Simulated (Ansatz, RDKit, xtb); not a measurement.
# Isomers of CH9ClOSi3, a sample narrowed down

Which of a sample of isomers of CH9ClOSi3 is the most stable in the gas at 298.15 K, and what are its properties? The sample is small against all isomers, and the most stable one of this formula need not be in it.

The funnel: GFN2-xTB relaxations, single points with a density functional, relaxations at PBE-D3(BJ)/def2-SVP, harmonic vibrations (at GFN2-xTB), and a last energy at a higher level. All values are calculated.

**1. Drawing up candidates**

Isomers were taken from a list of plausible structures; this is a sample, not all of them. That gives 4 candidates.

| label | SMILES | spin |
| --- | --- | --- |
| c198 | CO[Si@@H]([SiH3])[SiH2]Cl | singlet |
| c479 | CO[Si@@H](Cl)[SiH2][SiH3] | singlet |
| c545 | CO[SiH2][Si@@H]([SiH3])Cl | singlet |
| c550 | CO[SiH2][SiH2][SiH2]Cl | singlet |

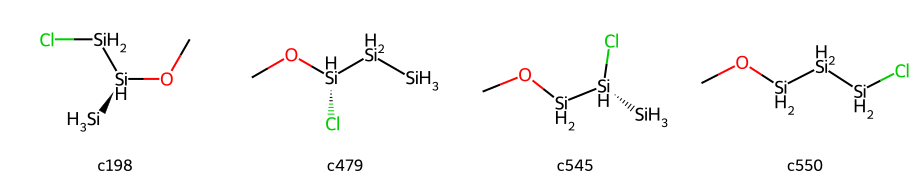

Structural formulas of the candidates.

Candidates are built by distance geometry, with a force field where one applies, in up to four conformers (letters a to d).

**2. Cheap relaxation of all starts**

All 16 starts are relaxed the same way. One of them, c545b (taken from a list of positional isomers, embedded by distance geometry and MMFF94), in full:

Contents of start.xyz:

```xyz
15
c545b
C     -1.653988     0.449354    -1.032750
Cl     0.731060    -3.638148     3.045114
O     -0.569049    -0.071467    -0.268353
Si    -0.889668    -1.313065     0.844357
Si     1.080775    -1.964345     1.832005
Si     1.779119    -0.216613     3.109687
H     -2.414095     0.817049    -0.366887
H     -1.312829     1.239230    -1.626230
H     -2.050873    -0.374091    -1.663240
H     -1.429304    -2.416439     0.056851
H     -1.855708    -0.877074     1.774887
H      2.088140    -2.412736     0.864171
H      2.033036     0.969373     2.241881
H      2.961206    -0.500232     3.899304
H      0.669430     0.205037     4.082823
```

Started as:

```
$ xtb start.xyz --gfn 2 --opt
```

Output (excerpt; [...] marks lines left out):

```text
* xtb version 6.7.1
[...]
          :  # basis functions                  57          :
[...]
          :  # electrons                        38          :
[...]
          :  Hamiltonian                  GFN2-xTB          :
[...]
          :  net charge                          0          :
          :  unpaired electrons                  0          :
[...]
   *** convergence criteria satisfied after 16 iterations ***
[...]
   *** GEOMETRY OPTIMIZATION CONVERGED AFTER 37 ITERATIONS ***
[...]
   *** convergence criteria satisfied after 3 iterations ***
[...]
         ::                     SUMMARY                     ::
         :::::::::::::::::::::::::::::::::::::::::::::::::::::
         :: total energy             -20.611499656367 Eh    ::
         :: gradient norm              0.000785828914 Eh/a0 ::
         :: HOMO-LUMO gap              3.790434792983 eV    ::
         ::.................................................::
         :: SCC energy               -20.753681980020 Eh    ::
         :: -> isotropic ES            0.055575185988 Eh    ::
         :: -> anisotropic ES         -0.002533154894 Eh    ::
         :: -> anisotropic XC         -0.002773443154 Eh    ::
         :: -> dispersion             -0.011789800561 Eh    ::
         :: repulsion energy           0.142182323653 Eh    ::
         :: add. restraining           0.000000000000 Eh    ::
         :: total charge              -0.000000000000 e     ::
         :::::::::::::::::::::::::::::::::::::::::::::::::::::
[...]
        19        2.0000           -0.3611382              -9.8271 (HOMO)
        20                         -0.2218423              -6.0366 (LUMO)
[...]
     #   Z          covCN         q      C6AA      α(0)
     1   6 C        3.691     0.050    19.911     6.386
     2  17 Cl       0.803    -0.363   110.791    16.102
     3   8 O        1.621    -0.406    20.986     6.183
     4  14 Si       3.613     0.444    99.296    19.128
     5  14 Si       3.597     0.369   101.450    19.348
     6  14 Si       3.687     0.381   100.217    19.177
     7   1 H        0.924     0.027     2.631     2.537
     8   1 H        0.924     0.047     2.363     2.404
     9   1 H        0.924     0.028     2.613     2.528
    10   1 H        0.915    -0.087     5.140     3.546
    11   1 H        0.915    -0.098     5.490     3.665
    12   1 H        0.914    -0.093     5.331     3.611
    13   1 H        0.918    -0.111     5.980     3.825
    14   1 H        0.917    -0.090     5.226     3.576
[...]
     #   Z sym  total        # sym  WBO       # sym  WBO       # sym  WBO
 ---------------------------------------------------------------------------
     1   6 C    3.950 --     3 O    1.002     7 H    0.986     9 H    0.985
                             8 H    0.981
     2  17 Cl   1.053 --     5 Si   0.994
     3   8 O    2.231 --     4 Si   1.142     1 C    1.002
     4  14 Si   3.845 --     3 O    1.142    10 H    0.889    11 H    0.889
                             5 Si   0.810
     5  14 Si   3.717 --     2 Cl   0.994    12 H    0.890     6 Si   0.833
                             4 Si   0.810
     6  14 Si   3.639 --    13 H    0.899    15 H    0.895    14 H    0.894
                             5 Si   0.833
     7   1 H    0.999 --     1 C    0.986
     8   1 H    0.998 --     1 C    0.981
     9   1 H    0.999 --     1 C    0.985
[...]
molecular dipole:
                 x           y           z       tot (Debye)
 q only:        0.019       0.761      -0.814
   full:       -0.320       0.625      -1.038       3.187
molecular quadrupole (traceless):
[...]
          | TOTAL ENERGY              -20.611499656367 Eh   |
          | GRADIENT NORM               0.000785828914 Eh/α |
          | HOMO-LUMO GAP               3.790434792983 eV   |
           -------------------------------------------------
[...]
```

It took 1.2 s on 2 threads of Intel Xeon at 2.50GHz (Skylake/Cascade Lake), shared host.

**3. The minima found**

16 of the 16 relaxations converged; the search merged 1 into others by its test of bonds and energy. 15 distinct structures remain:

| label | start | SMILES after | spin | energy (kcal/mol) |
| --- | --- | --- | --- | --- |
| c545b | drawn | CO[SiH2][Si@@H]([SiH3])Cl | singlet | 0.0 |
| c198c | drawn | CO[Si@@H]([SiH3])[SiH2]Cl | singlet | 0.7 |
| c550b | drawn | CO[SiH2][SiH2][SiH2]Cl | singlet | 1.4 |
| c198b | drawn | CO[Si@@H]([SiH3])[SiH2]Cl | singlet | 1.5 |
| c550d | drawn | CO[SiH2][SiH2][SiH2]Cl | singlet | 1.6 |
| c550a | drawn | CO[SiH2][SiH2][SiH2]Cl | singlet | 1.7 |
| c198d | drawn | CO[Si@@H]([SiH3])[SiH2]Cl | singlet | 2.5 |
| c198a | drawn | CO[Si@@H]([SiH3])[SiH2]Cl | singlet | 2.9 |
| c545d | drawn | CO[SiH2][Si@@H]([SiH3])Cl | singlet | 3.0 |
| c550c | drawn | CO[SiH2][SiH2][SiH2]Cl | singlet | 3.2 |
| c479b | drawn | CO[Si@@H](Cl)[SiH2][SiH3] | singlet | 3.3 |
| c479c | drawn | CO[Si@@H](Cl)[SiH2][SiH3] | singlet | 3.4 |
| c545a | drawn | CO[SiH2][Si@@H]([SiH3])Cl | singlet | 3.8 |
| c479d | drawn | CO[Si@@H](Cl)[SiH2][SiH3] | singlet | 5.3 |
| c479a | drawn | CO[Si@@H](Cl)[SiH2][SiH3] | singlet | 5.6 |

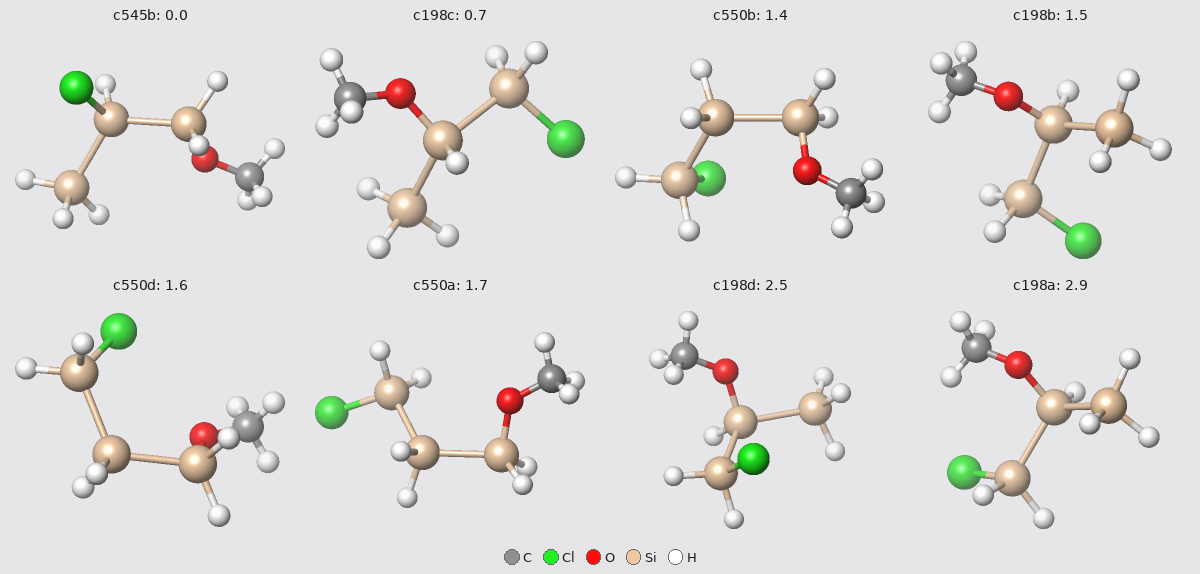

The 8 lowest minima that did not fall apart, with their GFN2-xTB energies in kcal/mol.

**4. Second filter: single points**

A choice of the minima (the low ones first, few conformers of a pattern, up to a cap) and the lowest that fell apart get a single point at r2SCAN-D4/def2-SVP on the tight-binding geometry, and one at HF/STO-3G for comparison. Some singlets are also tried as triplets at the same geometry (label ending in t). Within 40 kcal/mol but not screened, among others: c550a, c198d, c198a, c550c, c545a, c479d, c479a. The first, c545b:

Contents of input.yaml:

```yaml
crystal:
  periodic: [false, false, false]
  atoms:
    - {symbol: C, position_ang: [-1.383544, 0.343732, -1.005513]}
    - {symbol: Cl, position_ang: [0.271327, -3.052964, 3.702142]}
    - {symbol: O, position_ang: [-0.686311, -0.356649, -0.024032]}
    - {symbol: Si, position_ang: [-1.259549, -1.510633, 0.968061]}
    - {symbol: Si, position_ang: [0.726827, -1.878662, 2.071276]}
    - {symbol: Si, position_ang: [1.990318, -0.052261, 2.793217]}
    - {symbol: H, position_ang: [-2.240442, 0.865502, -0.573499]}
    - {symbol: H, position_ang: [-0.705911, 1.071709, -1.452498]}
    - {symbol: H, position_ang: [-1.745793, -0.335376, -1.780669]}
    - {symbol: H, position_ang: [-1.863738, -2.605926, 0.186842]}
    - {symbol: H, position_ang: [-2.392694, -0.990703, 1.754407]}
    - {symbol: H, position_ang: [1.601341, -2.785185, 1.295467]}
    - {symbol: H, position_ang: [2.171348, 0.903443, 1.696133]}
    - {symbol: H, position_ang: [3.334731, -0.399014, 3.269072]}
    - {symbol: H, position_ang: [1.349341, 0.678821, 3.893215]}
basis:
  gaussian: {orbitals: def2-SVP}
hamiltonian: {xc: r2scan, dispersion: d4}
scf: {lower_state_search: off}
output: {orbitals: {seedname: orbitals}}
```

Started as:

```
$ ansatz run input.yaml --threads 2 --pin off --max-ram 5220MiB --events-out events.jsonl --progress --plain --runs-dir runs
```

Output (excerpt; [...] marks lines left out):

```text
Warning: RAYON_NUM_THREADS=2 ignored (pool sized by the plan → 2); use --threads N
Functional definition: r2SCAN
  name "r2SCAN"
[...]
1606 factors; their error is unknown
[...]
mean field -39369.27721873 eV, -1446.7942523338 hartree, gradient 2.4e-6 eV, S^2 0.000000; 0 other end points of the search recorded, 0 dependent functions left out
reference -39369.27723174 eV, -1446.7942528118 hartree; 41, 41 occupied and 104, 104 virtual orbitals, 1606 factors
Total energy: -39369.38431919 eV, -1446.7981882032 hartree
Checks for a lower state left out: stability, starts, cluster_reference, orbital_swaps, neighbouring_geometries, increment
```

Wall time 6.3 s (2 threads of Intel Xeon at 2.50GHz (Skylake/Cascade Lake), shared host); peak memory 0.21 GiB.

Relative energies in kcal/mol, each column from its lowest structure that stays in one piece:

| label | SMILES | spin | GFN2-xTB | HF/STO-3G | r2SCAN-D4/def2-SVP |
| --- | --- | --- | --- | --- | --- |
| c479c | CO[Si@@H](Cl)[SiH2][SiH3] | singlet | 3.4 | 0.0 | 0.0 |
| c479b | CO[Si@@H](Cl)[SiH2][SiH3] | singlet | 3.3 | 0.1 | 0.1 |
| c545d | CO[SiH2][Si@@H]([SiH3])Cl | singlet | 3.0 | 4.0 | 7.0 |
| c550b | CO[SiH2][SiH2][SiH2]Cl | singlet | 1.4 | 5.1 | 7.6 |
| c550d | CO[SiH2][SiH2][SiH2]Cl | singlet | 1.6 | 7.1 | 8.2 |
| c545b | CO[SiH2][Si@@H]([SiH3])Cl | singlet | 0.0 | 5.4 | 8.4 |
| c198b | CO[Si@@H]([SiH3])[SiH2]Cl | singlet | 1.5 | 6.7 | 9.5 |
| c198c | CO[Si@@H]([SiH3])[SiH2]Cl | singlet | 0.7 | 6.7 | 9.8 |
| c545dt | CO[SiH2][Si@@H]([SiH3])Cl | triplet | – | – | 112.0 |
| c479ct | CO[Si@@H](Cl)[SiH2][SiH3] | triplet | – | – | 123.0 |

Measured from c479c, GFN2-xTB misplaces c198c by 13 kcal/mol against r2SCAN-D4/def2-SVP, so minima dropped on its energies alone could hide the lowest isomer.

**5. Relaxing the best candidates**

4 candidates are relaxed at PBE-D3(BJ)/def2-SVP (chosen among the lowest in one piece, one conformer a pattern). The first, c479c:

Contents of input.yaml:

```yaml
crystal:
  periodic: [false, false, false]
  atoms:
    - {symbol: C, position_ang: [2.165154, -1.480372, 0.212054]}
    - {symbol: Cl, position_ang: [-0.649457, 0.150383, 1.465559]}
    - {symbol: O, position_ang: [1.363791, -0.652389, -0.580571]}
    - {symbol: Si, position_ang: [-0.230360, -0.360563, -0.473725]}
    - {symbol: Si, position_ang: [-0.370305, 1.427444, -1.910020]}
    - {symbol: Si, position_ang: [0.759964, 3.358177, -1.276354]}
    - {symbol: H, position_ang: [3.208059, -1.250832, -0.006726]}
    - {symbol: H, position_ang: [1.970601, -2.530879, -0.014107]}
    - {symbol: H, position_ang: [1.968957, -1.305757, 1.272016]}
    - {symbol: H, position_ang: [-0.984021, -1.612844, -0.621452]}
    - {symbol: H, position_ang: [0.041956, 0.985329, -3.252742]}
    - {symbol: H, position_ang: [-1.807463, 1.709727, -2.081144]}
    - {symbol: H, position_ang: [0.434475, 3.757154, 0.097020]}
    - {symbol: H, position_ang: [0.434762, 4.510577, -2.125027]}
    - {symbol: H, position_ang: [2.218281, 3.208097, -1.333205]}
basis:
  gaussian:
    orbitals: def2-SVP
hamiltonian:
  xc: {name: PBE}
  dispersion: d3bj
relax:
  f_tol: 0.006
scf:
  lower_state_search: "off"
```

Started as:

```
$ ansatz run input.yaml --threads 2 --pin off --max-ram 5220MiB --events-out events.jsonl --progress --plain --runs-dir runs
```

Output (excerpt; [...] marks lines left out):

```text
Warning: RAYON_NUM_THREADS=2 ignored (pool sized by the plan → 2); use --threads N
[...]
Functional definition: PBE
  name "PBE"
[...]
1606 factors; their error is unknown
[...]
mean field -39352.70542505 eV, -1446.1852501487 hartree, gradient 4.2e-6 eV, S^2 0.000000; 0 other end points of the search recorded, 0 dependent functions left out
[...]
reference -39352.70547093 eV, -1446.1852518348 hartree; 41, 41 occupied and 104, 104 virtual orbitals, 1606 factors
relax step   1: F+E_penalty+E_count = -39353.11891635 eV  Δ(F+E_penalty+E_count) = +0.000e0 eV  max|allowed force component| = 1.289e0 eV/Å  Δτ_max = 0.0000 Å  (17 SCF iters, accepted)
[...]
relax step   8: F+E_penalty+E_count = -39353.44968820 eV  Δ(F+E_penalty+E_count) = -6.659e-4 eV  max|allowed force component| = 3.453e-2 eV/Å  Δτ_max = 0.0320 Å  (20 SCF iters, accepted)
[...]
Atom 6 at     3.286737    -1.070333     0.192443 Å, force     0.001581     0.000430    -0.000139 eV/Å
Atom 7 at     1.995464    -2.322547     0.087926 Å, force     0.000399    -0.000472    -0.001003 eV/Å
Atom 8 at     1.965298    -1.104014     1.418402 Å, force    -0.000284     0.000370     0.000913 eV/Å
Atom 9 at    -0.713297    -1.711211    -0.967366 Å, force    -0.000965    -0.000175    -0.000088 eV/Å
Atom 10 at    -0.375905     1.108758    -3.452614 Å, force    -0.000026    -0.000042     0.000378 eV/Å
Atom 11 at    -2.048367     1.913128    -1.849510 Å, force    -0.000556     0.000590    -0.000212 eV/Å
Atom 12 at     0.781568     3.231315     0.221224 Å, force     0.000139     0.000073    -0.001432 eV/Å
Atom 13 at     0.600649     4.453460    -1.895995 Å, force     0.000284    -0.001112     0.000410 eV/Å
Atom 14 at     2.294401     2.700638    -1.638758 Å, force    -0.001173     0.000580     0.000348 eV/Å
Dipole moment:     0.175104    -0.207327    -0.096102 e Å
Checks for a lower state left out: stability, starts, cluster_reference, orbital_swaps, neighbouring_geometries, increment
```

Wall time 2.7 min (2 threads of Intel Xeon at 2.50GHz (Skylake/Cascade Lake), shared host); peak memory 0.21 GiB.

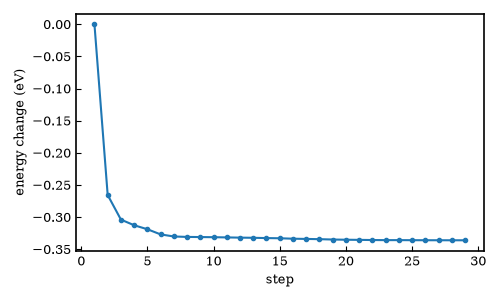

Energy along the run, all evaluated steps.

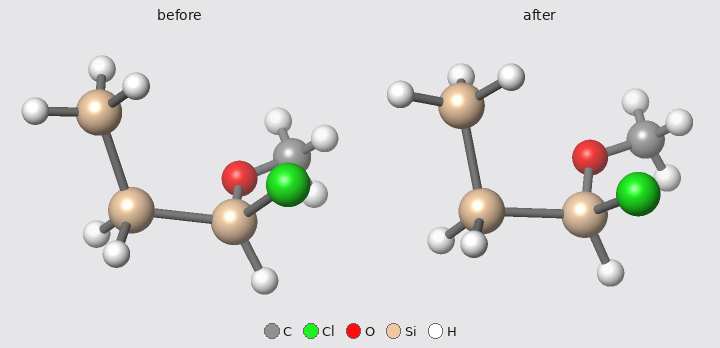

Before and after, at one scale.

After the run. Bond lengths: C1–O3 1.420 Å, Cl2–Si4 2.100 Å, O3–Si4 1.676 Å, Si4–Si5 2.340 Å, Si5–Si6 2.352 Å, C1–H7 1.108 Å, C1–H8 1.114 Å, C1–H9 1.112 Å, Si4–H10 1.506 Å, Si5–H11 1.507 Å, Si5–H12 1.505 Å, Si6–H13 1.504 Å, Si6–H14 1.506 Å, Si6–H15 1.503 Å. Some angles: C1–O3–Si4 124.0°, Cl2–Si4–O3 109.6°, Cl2–Si4–Si5 107.8°, O3–Si4–Si5 103.3°, Si4–Si5–Si6 103.7°, O3–C1–H7 108.4°, O3–C1–H8 111.8°, O3–C1–H9 111.4°, Cl2–Si4–H10 105.9°, O3–Si4–H10 110.5°.

**6. The relaxed candidates**

| label | spin | r2SCAN-D4/def2-SVP (kcal/mol) | PBE-D3(BJ)/def2-SVP, relaxed (kcal/mol) | time |
| --- | --- | --- | --- | --- |
| c479c | singlet | 0.0 | 0.0 | 2.7 min |
| c550b | singlet | 7.6 | 5.7 | 3.6 min |
| c545d | singlet | 7.0 | 6.0 | 2.2 min |
| c198b | singlet | 9.5 | 8.0 | 80 s |

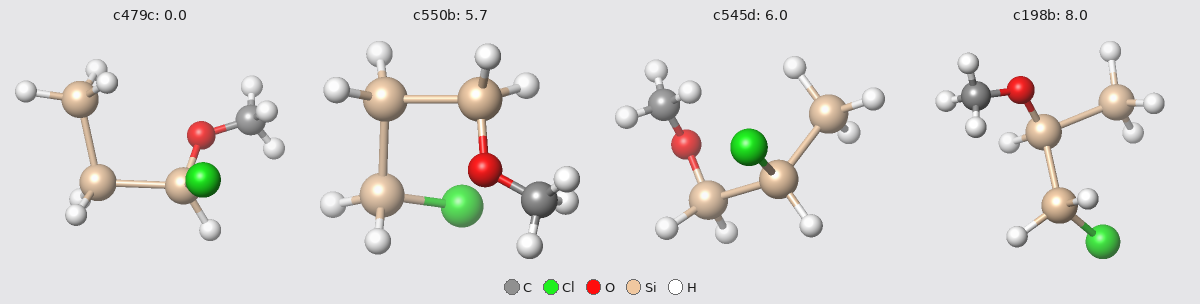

The relaxed structures, with energies at PBE-D3(BJ)/def2-SVP in kcal/mol.

**7. Are they minima? Harmonic frequencies**

The lowest few go on as finalists. In this search the thermal terms come from GFN2-xTB at its own nearest minimum. The first, c479c:

Contents of start.xyz:

```xyz
15
c479c
C      2.205043    -1.258644     0.343245
Cl    -1.025047     0.095308     1.279072
O      1.475718    -0.363351    -0.483636
Si    -0.195935    -0.345570    -0.598816
Si    -0.618171     1.471997    -2.010186
Si     0.896239     3.114321    -1.273857
H      3.286737    -1.070333     0.192443
H      1.995464    -2.322547     0.087926
H      1.965298    -1.104014     1.418402
H     -0.713297    -1.711211    -0.967366
H     -0.375905     1.108758    -3.452614
H     -2.048367     1.913128    -1.849510
H      0.781568     3.231315     0.221224
H      0.600649     4.453460    -1.895995
H      2.294401     2.700638    -1.638758
```

Started as:

```
$ xtb start.xyz --gfn 2 --ohess tight
```

Output (excerpt; [...] marks lines left out):

```text
* xtb version 6.7.1
[...]
          :  # basis functions                  57          :
[...]
          :  # electrons                        38          :
[...]
          :  Hamiltonian                  GFN2-xTB          :
[...]
          :  net charge                          0          :
          :  unpaired electrons                  0          :
[...]
   *** convergence criteria satisfied after 16 iterations ***
[...]
   *** GEOMETRY OPTIMIZATION CONVERGED AFTER 18 ITERATIONS ***
[...]
   *** convergence criteria satisfied after 3 iterations ***
[...]
         ::                     SUMMARY                     ::
         :::::::::::::::::::::::::::::::::::::::::::::::::::::
         :: total energy             -20.606340409274 Eh    ::
         :: gradient norm              0.000153191899 Eh/a0 ::
         :: HOMO-LUMO gap              3.932327131742 eV    ::
         ::.................................................::
         :: SCC energy               -20.750528705903 Eh    ::
         :: -> isotropic ES            0.054839112572 Eh    ::
         :: -> anisotropic ES         -0.001824016793 Eh    ::
         :: -> anisotropic XC          0.001423505103 Eh    ::
         :: -> dispersion             -0.012312138897 Eh    ::
         :: repulsion energy           0.144188296629 Eh    ::
         :: add. restraining           0.000000000000 Eh    ::
         :: total charge              -0.000000000000 e     ::
         :::::::::::::::::::::::::::::::::::::::::::::::::::::
[...]
        19        2.0000           -0.3657867              -9.9536 (HOMO)
        20                         -0.2212764              -6.0212 (LUMO)
[...]
molecular dipole:
                 x           y           z       tot (Debye)
 q only:        0.339       0.171      -0.867
   full:        0.492      -0.387      -0.448       1.957
molecular quadrupole (traceless):
[...]
          | TOTAL ENERGY              -20.606340409291 Eh   |
          | TOTAL ENTHALPY            -20.502168158520 Eh   |
          | TOTAL FREE ENERGY         -20.553889392841 Eh   |
          | GRADIENT NORM               0.000153188955 Eh/α |
[...]
```

Wall time 1.8 s (2 threads of Intel Xeon at 2.50GHz (Skylake/Cascade Lake), shared host); peak memory 0.11 GiB.

**8. Thermal terms of the finalists**

As xtb prints them, at 298.15 K, with its own treatment of low modes:

| label | SMILES | spin | lowest mode (cm⁻¹) | zero-point (kcal/mol) | G − E (kcal/mol) |
| --- | --- | --- | --- | --- | --- |
| c479c | CO[Si@@H](Cl)[SiH2][SiH3] | singlet | 18 | 57.2 | 32.9 |
| c550b | CO[SiH2][SiH2][SiH2]Cl | singlet | 16 | 57.4 | 33.3 |
| c545d | CO[SiH2][Si@@H]([SiH3])Cl | singlet | 16 | 57.2 | 32.8 |
| c198b | CO[Si@@H]([SiH3])[SiH2]Cl | singlet | 28 | 57.1 | 32.7 |

**9. Energies at the top level**

Single points at CCSD(T)/def2-SVP + MP2/def2-TZVPP - MP2/def2-SVP on the refined geometries decide the order.

c479c, CCSD(T)/def2-SVP:

Contents of input.yaml:

```yaml
crystal:
  periodic: [false, false, false]
  atoms:
    - {symbol: C, position_ang: [2.205043, -1.258644, 0.343245]}
    - {symbol: Cl, position_ang: [-1.025047, 0.095308, 1.279072]}
    - {symbol: O, position_ang: [1.475718, -0.363351, -0.483636]}
    - {symbol: Si, position_ang: [-0.195935, -0.345570, -0.598816]}
    - {symbol: Si, position_ang: [-0.618171, 1.471997, -2.010186]}
    - {symbol: Si, position_ang: [0.896239, 3.114321, -1.273857]}
    - {symbol: H, position_ang: [3.286737, -1.070333, 0.192443]}
    - {symbol: H, position_ang: [1.995464, -2.322547, 0.087926]}
    - {symbol: H, position_ang: [1.965298, -1.104014, 1.418402]}
    - {symbol: H, position_ang: [-0.713297, -1.711211, -0.967366]}
    - {symbol: H, position_ang: [-0.375905, 1.108758, -3.452614]}
    - {symbol: H, position_ang: [-2.048367, 1.913128, -1.849510]}
    - {symbol: H, position_ang: [0.781568, 3.231315, 0.221224]}
    - {symbol: H, position_ang: [0.600649, 4.453460, -1.895995]}
    - {symbol: H, position_ang: [2.294401, 2.700638, -1.638758]}
basis:
  gaussian: {orbitals: def2-SVP}
correlation: {method: ccsd_t, frozen_orbitals: {H: 0, Si: 5, C: 1, Cl: 5, O: 1}}
```

Started as:

```
$ ansatz run input.yaml --threads 2 --pin off --max-ram 5220MiB --events-out events.jsonl --progress --plain --runs-dir runs
```

Output (excerpt; [...] marks lines left out):

```text
Warning: RAYON_NUM_THREADS=2 ignored (pool sized by the plan → 2); use --threads N
Functional definition: HF
  name "HF"
[...]
1405 factors; integrals over basis functions are off by at most 1.2e-3 eV
[...]
mean field -39288.83324936 eV, -1443.8379909863 hartree, gradient 1.1e-6 eV, S^2 0.000000; 0 other end points of the search recorded, 0 dependent functions left out
22 core orbitals not correlated: weight in the atoms' cores, before any rotation towards them, 1.000 or more for the frozen orbitals, at most 0.000 for the correlated occupied ones
reference -39288.83324936 eV, -1443.8379909863 hartree; 19, 19 occupied and 104, 104 virtual orbitals, 1405 factors
second order -20.56702096 eV of doubles, -0.00000000 eV of singles
cycle   1  -22.11388991 eV  change    -1.5e0 eV  update   1.1e-1
[...]
cycle   9  -22.91743936 eV  change   -2.4e-5 eV  update   2.1e-5
perturbative correction -0.59903490 eV, -0.0220141266 hartree
Total energy: -39312.34972362 eV, -1444.7022054752 hartree
```

It took 60 s on 2 threads of Intel Xeon at 2.50GHz (Skylake/Cascade Lake), shared host; peak memory 1 GiB.

(Part 1 of 2 ends here.)
